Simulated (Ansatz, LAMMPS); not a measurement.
# Localised basis functions on aqueous H3O+ and Cl-, 0.8 mol of acid per kg of water at 280 K (206 atoms)

Wanted: errors and times of a linear-scaling basis for aqueous H3O+ and Cl-, 0.8 mol of acid per kg of water at 280 K (206 atoms). A setting counts as converged where the r.m.s. difference of forces stays under 1 % of the r.m.s. force.

Main program and level: Ansatz 0.2.0; Kohn-Sham DFT, PBEsol, PAW (set soft_2), plane waves.

## (1) Starting point

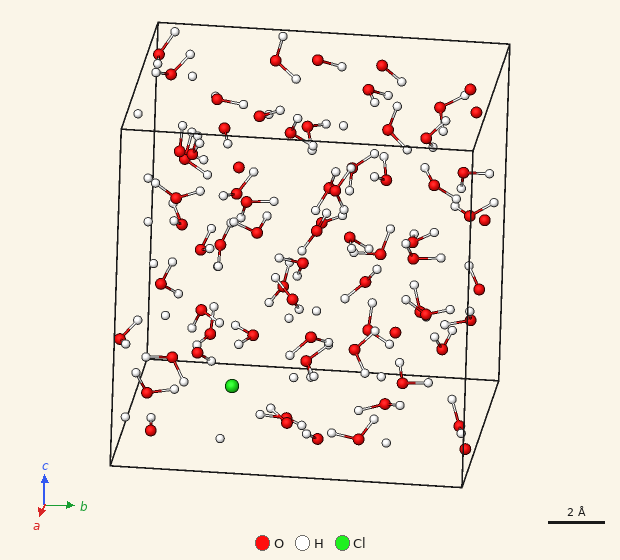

The starting structure, seen slightly off an axis (oxygen red, hydrogen white, chlorine green). Bonds to atoms that aren't drawn are left out. Some periodic images of atoms are drawn too.

The cell holds 206 atoms: 68 O, 137 H and 1 Cl. Its edges and angles: a = 12.740 Å, b = 12.740 Å, c = 12.740 Å, α = 90.0°, β = 90.0°, γ = 90.0°. 67 H2O, 1 H3O+, 1 Cl- placed at random, at 1.01 g/cm³; overlaps pushed apart, then 10 ps at 420 K with Joung-Cheatham ions (J. Phys. Chem. B 112, 9020 (2008)); MMFF94 bonds, angles, torsions, charges and radii (Halgren, J. Comput. Chem. 17, 490 (1996)) in harmonic and 12-6 forms; SPC/E water (Berendsen, Grigera and Straatsma, J. Phys. Chem. 91, 6269 (1987)). Snapshot after 20 ps at 280 K and fixed volume.

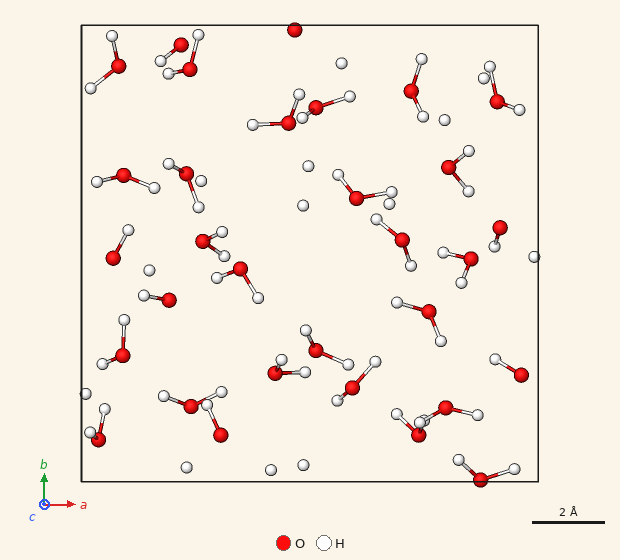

A slice 6 Å thick through the middle of the cell. Bonds to atoms that aren't drawn are left out.

Before any run, some limits are plain. The network of contacts between molecules at the start is that of the classical potential that made the cell, and needn't be the one that DFT or experiment would give. The functional has no dispersion term, which matters for the binding between molecules or layers. The density was typed from a rule of thumb and may lie off the real one at this temperature. Sampling is at Γ alone, for a cell whose shortest periodic width is 13 Å.

## (2) How the cell was made

A classical potential makes the cell, at a small fraction of what the same run would cost in DFT.

This step: classical MD, Joung-Cheatham ions (J. Phys. Chem. B 112, 9020 (2008)); MMFF94 bonds, angles, torsions, charges and radii (Halgren, J. Comput. Chem. 17, 490 (1996)) in harmonic and 12-6 forms; SPC/E water (Berendsen, Grigera and Straatsma, J. Phys. Chem. 91, 6269 (1987)) (LAMMPS 22 Jul 2025 - Update 4).

in.lmp reads:

```
# aqueous H3O+ and Cl-, 0.8 mol of salt per kg of water
units real
atom_style full
boundary p p p
bond_style harmonic
angle_style harmonic
dihedral_style opls
improper_style harmonic
special_bonds lj 0 0 0.5 coul 0 0 0.75
read_data data.lmp
neigh_modify delay 0 every 1 check yes one 4000
comm_modify cutoff 12.0
timestep 0.5
thermo_style custom step time temp pe press density
thermo_modify norm yes
# push overlapping molecules apart
pair_style soft 2.6
pair_coeff * * 0.0
variable a equal ramp(1,60)
fix ad all adapt 1 pair soft a * * v_a
velocity all create 420 785811 mom yes dist gaussian
fix lim all nve/limit 0.03
fix lan all langevin 420 420 50 785812 zero yes
thermo 1000
run 3000 post no
unfix ad
pair_style lj/cut/coul/long 9.0
pair_modify mix arithmetic tail yes
pair_coeff 1 1 0.0763 3.3270   # O
pair_coeff 2 2 0.0100 1.2000   # H
pair_coeff 3 3 0.1553 3.1660   # O
pair_coeff 4 4 0.0000 1.0000   # H
pair_coeff 5 5 0.0128 4.8305   # Cl
kspace_style pppm 1.0e-4
# [... 18 lines left out ...]
compute msd all msd com yes
thermo 5000
fix md all nvt temp 280 280 100
run 20000 post no
print "== T280: mean square displacement over the hold $(c_msd[4]:%.2f) A^2"
unfix md
uncompute msd
write_dump all custom T280.dump id type xs ys zs modify sort id
```

Command:

```
$ lmp -in in.lmp -log none -nocite
```

Numbers of over 12 decimals in the logs are rounded to 6 here.

The program printed:

```text
LAMMPS (22 Jul 2025 - Update 4)
Reading data file ...
  orthogonal box = (0 0 0) to (12.74011 12.74011 12.74011)
  206 atoms
  orthogonal box = (0 0 0) to (12.74011 12.74011 12.74011)
  137 bonds
  70 angles
   Step          Time           Temp          PotEng         Press         Density
         0   0              420            0.22783025     9738.2139      1.0129994
      1000   500            423.96166      0.9817992      33311.056      1.0129994
      2000   1000           392.11856      0.90887168     49527.31       1.0129994
      3000   1500           386.28528      0.82178158     43819.562      1.0129994
Loop time of 0.347778 s on 1 MPI rank(s) for 3000 steps with 206 atoms
PPPM initialization ...
  G vector (1/distance) = 0.30143499
  grid = 8 8 8
  estimated relative force accuracy = 6.8619686e-05
   Step          Time           Temp          PotEng         Press         Density
      3000   1500           386.28528      0.64790211     42630.489      1.0129994
[... 13 lines left out ...]
      2000   1000           396.80369     -3.9237944     -3798.333       1.0129994
Loop time of 2.42081 s on 1 MPI rank(s) for 2000 steps with 206 atoms
   Step          Time           Temp          PotEng         Press         Density
      2000   1000           589.45476     -4.5415316      6760.2546      1.0129994
[... 5 lines left out ...]
Loop time of 12.8964 s on 1 MPI rank(s) for 10000 steps with 206 atoms
   Step          Time           Temp          PotEng         Press         Density
[... 4 lines left out ...]
Loop time of 6.41225 s on 1 MPI rank(s) for 5000 steps with 206 atoms
   Step          Time           Temp          PotEng         Press         Density
[... 2 lines left out ...]
     25000   24000          260.92657     -4.6177046     -2515.0274      1.0129994
     30000   29000          258.82166     -4.592084      -303.91966      1.0129994
     35000   34000          268.51691     -4.4876163     -1431.4629      1.0129994
     37000   36000          266.23564     -4.5321877     -2432.5805      1.0129994
Loop time of 25.1581 s on 1 MPI rank(s) for 20000 steps with 206 atoms
== T280: mean square displacement over the hold 13.51 A^2
```

The job ended after 48 s (1 thread of Arm Neoverse N1, shared host; peak memory 0.12 GiB).

The input also reads data.lmp (atoms, bonds and types; not printed here).

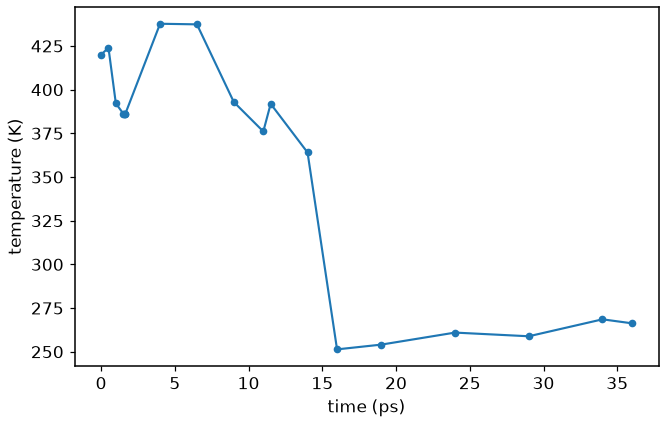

Temperature, plotted against time.

## (3) Plane-wave single point

This run is the reference for what follows, at a cutoff of 420 eV.

input.yaml reads:

```yaml
crystal:
  lattice:
    - [12.74011, 0.0, 0.0]
    - [0.0, 12.74011, 0.0]
    - [0.0, 0.0, 12.74011]
  atoms:
    - { symbol: O, position: [0.39241, 0.48883, 0.14997] }
    - { symbol: H, position: [0.46086, 0.51865, 0.12827] }
    - { symbol: H, position: [0.34676, 0.49929, 0.08843] }
    - { symbol: H, position: [0.35812, 0.54746, 0.19111] }
    - { symbol: O, position: [0.51365, 0.28742, 0.67234] }
    - { symbol: H, position: [0.49131, 0.33169, 0.73318] }
    - { symbol: H, position: [0.58439, 0.25668, 0.68693] }
    - { symbol: O, position: [0.03731, 0.09216, 0.61208] }
    - { symbol: H, position: [0.05103, 0.1592, 0.57362] }
    - { symbol: H, position: [0.01912, 0.1081, 0.68676] }
    - { symbol: O, position: [0.64948, 0.97298, 0.00142] }
    - { symbol: H, position: [0.64489, 0.01281, 0.93394] }
    - { symbol: H, position: [0.69851, 0.00993, 0.05032] }
    - { symbol: O, position: [0.65608, 0.17157, 0.8276] }
    - { symbol: H, position: [0.58476, 0.17814, 0.85971] }
    - { symbol: H, position: [0.71019, 0.19642, 0.87874] }
    - { symbol: O, position: [0.86133, 0.80875, 0.25357] }
    - { symbol: H, position: [0.79552, 0.79218, 0.293] }
    - { symbol: H, position: [0.88126, 0.88361, 0.2662] }
    - { symbol: O, position: [0.23013, 0.67461, 0.42763] }
    - { symbol: H, position: [0.25662, 0.60129, 0.43679] }
    - { symbol: H, position: [0.19111, 0.69658, 0.49209] }
    - { symbol: O, position: [0.07861, 0.3063, 0.11531] }
    - { symbol: H, position: [0.1494, 0.27305, 0.10866] }
    - { symbol: H, position: [0.02416, 0.25041, 0.12387] }
    - { symbol: O, position: [0.19208, 0.39775, 0.30217] }
    - { symbol: H, position: [0.16234, 0.35649, 0.24239] }
    - { symbol: H, position: [0.13683, 0.40792, 0.35699] }
    - { symbol: O, position: [0.44464, 0.93447, 0.00223] }
    - { symbol: H, position: [0.52193, 0.9476, 0.00597] }
    - { symbol: H, position: [0.41906, 0.90883, 0.07186] }
    - { symbol: O, position: [0.99823, 0.33716, 0.9076] }
    [... 168 atom lines left out ...]
    - { symbol: H, position: [0.90666, 0.10257, 0.12035] }
    - { symbol: H, position: [0.02204, 0.05025, 0.13978] }
    - { symbol: O, position: [0.78348, 0.27237, 0.95154] }
    - { symbol: H, position: [0.85685, 0.29015, 0.93006] }
    - { symbol: H, position: [0.77406, 0.28798, 0.02789] }
    - { symbol: Cl, position: [0.79372, 0.31883, 0.19213] }
kpoints:
  mp_grid: { grid: [1, 1, 1] }
hamiltonian:
  xc: pbesol
scf:
  occupations: { method: fixed }
output:
  forces: true
  stress: true
  populations: true
  dos:
    method: { smearing: { sigma: 0.15 } }
    de: 0.1
    projected: { site_lists: { Cl: [Cl], H: [H], O: [O] } }
  eigenvalues: true
  write_density: true
  write_potential: true
  volumetric_format: npy
```

Command:

```
$ ansatz run input.yaml --threads 8 --pin off --max-ram 15872MiB --backend cpu --events-out ev --progress --plain --runs-dir out
```

The program printed:

```text
Engine: ansatz 0.2.0, aarch64-unknown-linux-gnu
Pseudopotentials: kind: paw
Pseudopotential: O, paw, valence charge 6, recommended cutoff 420 eV (normal), O.paw.azcp
Pseudopotential: H, paw, valence charge 1, recommended cutoff 420 eV (normal), H.paw.azcp
Pseudopotential: Cl, paw, valence charge 7, recommended cutoff 420 eV (normal), Cl.paw.azcp
[... 3 lines on functional and potentials left out ...]
Crystal: 206 atoms, lattice volume = 2067.852 Å³
Basis set: ecut = 420 eV, 40483 PW (Γ), exchange–correlation on 180×180×180 points (8 copies of the dense FFT grid, shifted against one another)
Bands: 482, of which v1, the nominal top of the filled ones, is band 276 counted from 1 (275 counted from 0)
Symmetry: 1 space group operations
Space group: P1 (ITA 1), of the structure as read, at distance tolerance 1.3e-4 Å
k-points: 1
[... 9 lines on functional and potentials left out ...]
Initial density: superposition of atomic densities (neutral atoms: chi_scale 0, normalization atom), corrected by the library's trained network
Initial wavefunctions: pseudopotential atomic-orbital guess
Functional: x = pbesol(κ = 0.804, μ = 0.123457), c = pbesol(β = 0.046)
SCF iter   1: F=—  HF=-41373.675580 eV  |F-HF|=—  |Δ(HF+E_count)|=         —  Δρ=5.96e-3  dr2=5.65e-1  ethr=1.77e-3  ⟨swp⟩=5.0  Hψ=1700  notcnv=0  defer=203
preconditioner: auto → Resta (q_TF=auto, 2.189 Å⁻¹)  ε∞=2.2  [insulator: Δε(μ)=4.077 eV  Ē_g=17.592 eV  n_scr=364 (ndim 8)  ℏωp=19.2 eV  f_vac=0.266  ε∞_Penn≈2.2]
SCF iter   2: F=—  HF=-41373.499161 eV  |F-HF|=—  |Δ(HF+E_count)|=   1.76e-1  Δρ=2.33e-3  dr2=8.10e-2  ethr=1.02e-4  ⟨swp⟩=2.0  Hψ=775  notcnv=0  defer=204
SCF iter   3: F=—  HF=-41373.477175 eV  |F-HF|=—  |Δ(HF+E_count)|=   2.20e-2  Δρ=1.03e-3  dr2=2.11e-2  ethr=1.47e-5  ⟨swp⟩=3.0  Hψ=557  notcnv=0  defer=204
SCF iter   4: F=—  HF=-41373.476812 eV  |F-HF|=—  |Δ(HF+E_count)|=   3.63e-4  Δρ=2.33e-4  dr2=1.11e-3  ethr=3.81e-6  ⟨swp⟩=3.0  Hψ=494  notcnv=0  defer=204
SCF iter   5: F=—  HF=-41373.477136 eV  |F-HF|=—  |Δ(HF+E_count)|=   3.23e-4  Δρ=1.53e-4  dr2=3.93e-4  ethr=2.02e-7  ⟨swp⟩=2.0  Hψ=561  notcnv=0  defer=204
SCF iter   6: F=—  HF=-41373.477161 eV  |F-HF|=—  |Δ(HF+E_count)|=   2.54e-5  Δρ=3.28e-5  dr2=2.33e-5  ethr=7.11e-8  ⟨swp⟩=2.0  Hψ=559  notcnv=0  defer=201
SCF iter   7: F=—  HF=-41373.477642 eV  |F-HF|=—  |Δ(HF+E_count)|=   4.81e-4  Δρ=1.10e-5  dr2=2.21e-6  ethr=4.22e-9  ⟨swp⟩=2.0  Hψ=690  notcnv=0  defer=200
SCF iter   8: F=—  HF=-41373.477644 eV  |F-HF|=—  |Δ(HF+E_count)|=   2.36e-6  Δρ=6.21e-6  dr2=6.06e-7  ethr=4.01e-10  ⟨swp⟩=2.0  Hψ=559  notcnv=0  defer=200
SCF iter   9: F=-41373.477645 eV  HF=-41373.477645 eV  |F-HF|=2.99e-8  |Δ(HF+E_count)|=   2.11e-7  Δρ=1.53e-6  dr2=5.11e-8  ethr=1.81e-11  ⟨swp⟩=19.0  Hψ=4640  notcnv=0
SCF 1 converged in 9 iterations: F = -41373.477645 eV  dr2 = 5.11e-8
  greatest PAW one-centre occupation: 0.903 electrons in one spin orbital (limit 2), on the Cl atom at site 205 (counted from 0), in its partial waves of l = 0
WARN: The input density's exchange-correlation potential varies sharply where the density is thin. Do not read a vacuum level from v_tot or v_xc, or from such a field of the output density. On a cell that repeats whose density bears no net charge and no dipole along the vacuum's axis use v_es (v_loc + v_h of the components); [...]
SCF converged after 9 iterations
Free energy (F): -41373.477645 eV
Harris-Foulkes:  -41373.477645 eV  (|F-HF|=2.99e-8)
Internal energy: -41373.477645 eV  (E = F + TS)
E sigma→0 (E₀):  -41373.477645 eV
Fermi energy:    -2.220413 eV
--- Per-component energies (eV) ---
  E_band       = -5283.667213
  E_kinetic    = 13837.880409
  E_local      = -43537.642466  (includes V_loc(G=0)·N_el)
  E_nonlocal   = 3549.176396
  E_hartree    = 15674.635382
  E_xc         = -6178.567446
  E_vxc        = -7927.190338  (∫ρ·V_xc dr)
  E_paw        = -11108.057502  (= ΣΔE_a)
  E_vpaw       = -2555.187729  (= ΣTr[D̂ρ^β])
  E_aug_tail   = 0.015067  (compensation charges beyond the density's cutoff)
  E_ewald      = -13613.395493
  E_core_change = 2.478010  (= ΣΔE_core)
  E_smearing   = -0.000000  (= −TS)
  E_closure    = 0.000000  (closes the sum)
  Σ components = -41373.477645   (vs F -41373.477645, Δ=0.00e0)
--- Forces (eV/Å), atoms counted from 1 ---
  atom   1  O      0.17199033     0.15435650     0.50110847
  atom   2  H      0.43921424    -0.06889958    -0.00437231
  atom   3  H     -1.07201572    -0.62613957    -1.90154967
  atom   4  H     -0.30110137     0.92283127     0.94770787
  atom   5  O      0.41371742     0.14198591     0.22553373
  atom   6  H      0.59692395    -0.36304288    -0.11404879
  atom   7  H     -1.11341014     0.45860760     0.28638245
  atom   8  O      0.07780880    -0.47154366    -0.62986320
  atom   9  H     -0.12509214    -0.15179211     0.86249545
  atom  10  H      0.32034397     0.63175021    -0.25408860
  atom  11  O     -0.07215335     0.43769991    -0.63933566
  atom  12  H      0.49216517    -0.21950497     0.84637399
  atom  13  H     -0.24678163     0.01256391    -0.33335600
  atom  14  O     -0.51281280    -0.73885373    -0.22657106
[...]
atom 205  H      0.60951213    -0.04378581    -0.69621866
  atom 206  Cl    -0.29788458     0.19338046     0.06001448
  max |Σ_I F_I| component: 4.74e-5 eV/Å
--- Stress (GPa, compression-positive) ---
       -3.253603       0.141004       0.077750
        0.141004      -2.553283      -0.140134
        0.077750      -0.140134      -2.225273
  P = ⅓ Tr σ = -2.6774 GPa (-26.774 kbar)
--- Band table (eV) ---
  k-point 0: bands = ["-23.9063", "-21.9921", "-21.8481", "-21.7294", [... 466 levels ...], "10.9128", "10.9274", "10.9943", "11.0044", "11.0514", "11.0671", "11.0911", "11.1042", "11.1475", "11.1667", "11.2027", "11.2517"]
--- Löwdin populations: 206 sites ---
  site symbol       q [e]
     0      O      6.4839
     1      H      0.5689
     2      H      0.5792
[...]
205     Cl      7.5355
  spilling = 0.010800 (of n_electrons = 552.000000)
```

The job ended after 38 s (8 threads of Arm Neoverse N1, shared host; peak memory 2.9 GiB).

The column dr2 measures how far the density is from self-consistency, as an energy; F and HF (Harris–Foulkes) agree once it is small.

The program notes that the exchange-correlation potential is rough where the density is thin.

The run gave:

```
free energy                                      : -41373.4776 eV
free energy per atom                             : -200.8421 eV/atom
SCF cycles                                       : 9
pressure                                         : -2.677 GPa
r.m.s. force component                           : 0.4797 eV/Å
longest force                                    : 2.271 eV/Å
Fermi energy                                     : -2.22 eV
gap (highest filled to lowest empty level) : 4.029 eV
spilling of the projection                       : 0.0108
```

Neighbours are counted within 1.21 Å (H-O).

Length of the force by element and coordination:

```tsv
element	coordination	atoms	mean length of the force (eV/Å)	spread	least	most
Cl	all	1	0.360	0	0.360	0.360
H	all	137	0.838	0.330	0.210	2.27
O	all	68	0.623	0.258	0.0623	1.30
O	2	67	0.624	0.260	0.0623	1.30
O	3	1	0.552	0	0.552	0.552
```

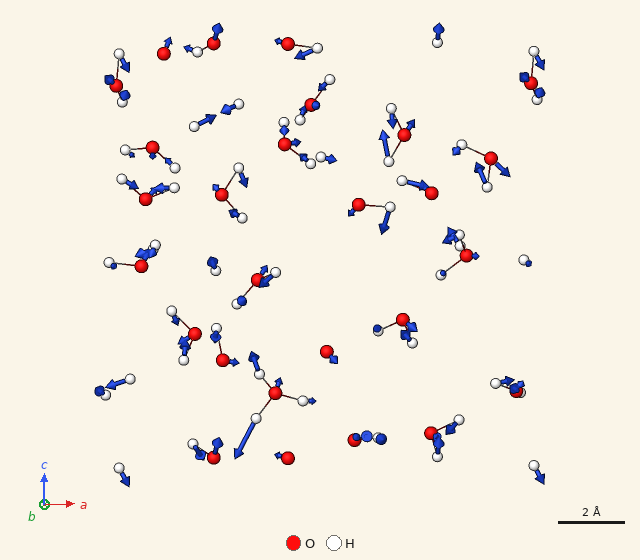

Forces as arrows; the longest in the cell is 2.27 eV/Å. Drawn is a slice 4 Å thick, seen along the normal of the ac plane. Bonds to atoms that aren't drawn are left out.

Löwdin charges by element and coordination (they lack the spilled electrons, 0.029 e an atom on average):

```tsv
element	coordination	atoms	mean charge (e)	spread	least	most
Cl	all	1	-0.535	0	-0.535	-0.535
H	all	137	0.390	0.0126	0.354	0.431
O	all	68	-0.691	0.0354	-0.751	-0.484
O	2	67	-0.694	0.025	-0.751	-0.635
O	3	1	-0.484	0	-0.484	-0.484
```

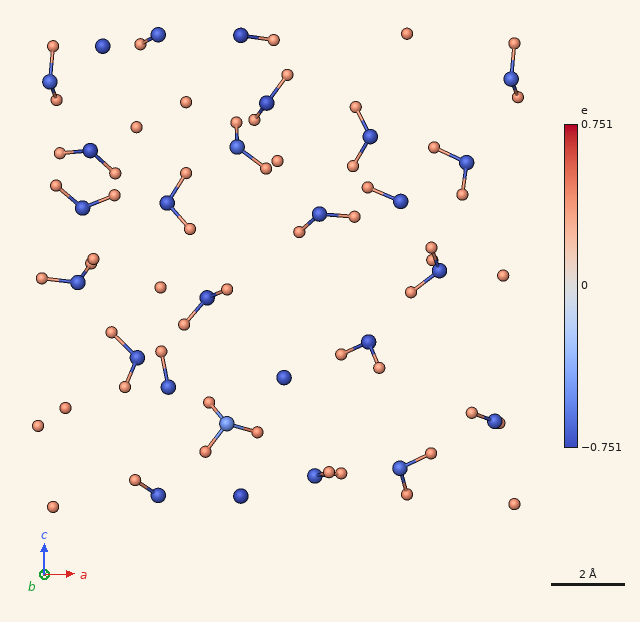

Atoms coloured by Löwdin charge. Drawn is a slice 4 Å thick, seen along the normal of the ac plane. Bonds to atoms that aren't drawn are left out.

States in the cell by windows of 1 eV, zero at the Fermi level; the larger projections on atomic orbitals stand beside the total:

```tsv
from (eV)	to (eV)	total	O p	H s	O s
-18	-17	26.1	0.6	5.7	19.6
-17	-14	0.0	0.0	0.0	0.0
-14	-13	1.9	0.0	0.1	0.0
-13	-12	0.1	0.0	0.0	0.0
-12	-9	0.0	0.0	0.0	0.0
-9	-8	2.7	1.9	0.7	0.0
-8	-7	54.1	37.2	15.9	0.1
-7	-6	72.0	50.1	20.8	0.2
-6	-5	9.2	6.5	2.6	0.0
-5	-4	27.0	21.0	2.9	2.8
-4	-3	48.0	38.6	3.9	4.6
-3	-2	52.6	45.4	2.3	3.9
-2	-1	78.0	71.2	0.7	0.9
-1	0	68.7	67.1	0.3	0.1
0	1	1.8	1.7	0.0	0.0
1	3	0.0	0.0	0.0	0.0
3	4	0.9	0.0	0.6	0.2
4	5	2.6	0.2	1.6	0.5
```

With fixed occupations the program's Fermi level is the highest filled level; weight inside the gap is the broadening of levels at its edges.

Between -22 and -18 eV lie 110 more states.

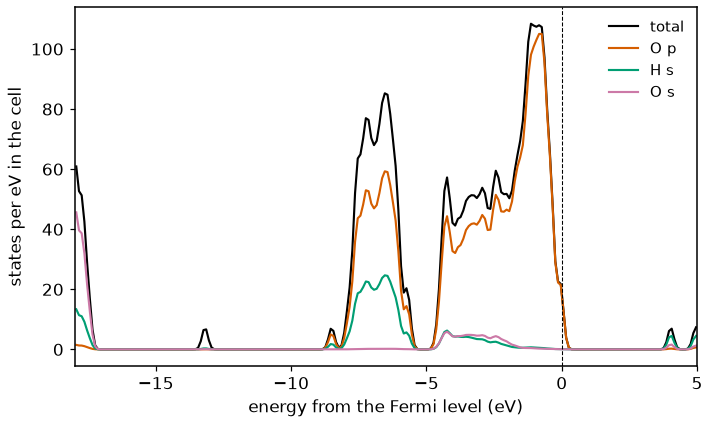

Total and projected density of states, with the broadening of the input.

The levels nearest the highest filled one (over half full), pooled over k-points and spins:

```tsv
level less the highest filled one (eV)	occupation
-0.364	2
-0.304	2
-0.283	2
-0.0772	2
-0.0619	2
0	2
4.03	0
4.95	0
5.28	0
5.31	0
5.40	0
5.52	0
```

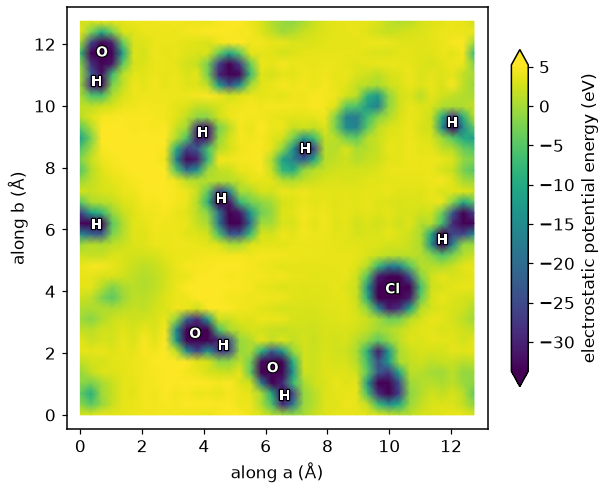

Electrostatic potential energy in the ab plane at fractional z = 0.180, with atoms of H and O and Cl within 0.2 Å of it. With pseudopotentials it is smooth inside the atoms' cores, unlike the true potential.

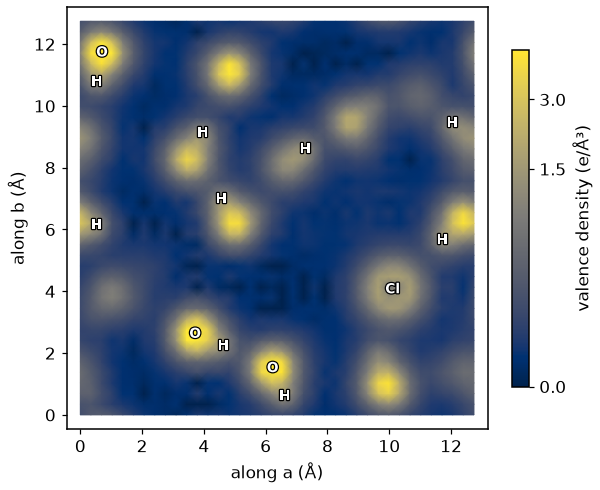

Valence density in the ab plane at fractional z = 0.180, with atoms of H and O and Cl within 0.2 Å of it. It is the smooth field of the valence electrons, not physical close to the nuclei. The colour scale is stretched toward low values.

Mean Löwdin charges: Cl -0.54, H +0.39, O -0.69 e (they miss 1.1 % of the electrons, so they add up to more than the cell's charge). The largest share in the top eV of filled states is O p (99 % of the projected weight), and in the lowest eV of empty states H s (70 % of the projected weight).

[end of part 1 of 2]

[Logs are printed without paths, hosts, clocks, repeated set-up lines and the standing remarks that a program may print on its own settings, such as how far it seeks lower states.]

[Hosts, paths, dates, database ids (printed as entryN), source tags and the programs' standing remarks are cut or masked in the printed files.]

[The MMFF94 radii named for the starting cell were scaled by 0.96; in molecules described by MMFF94, hydrogen bound to N, O or S took a small fixed 12-6 site in their place.]
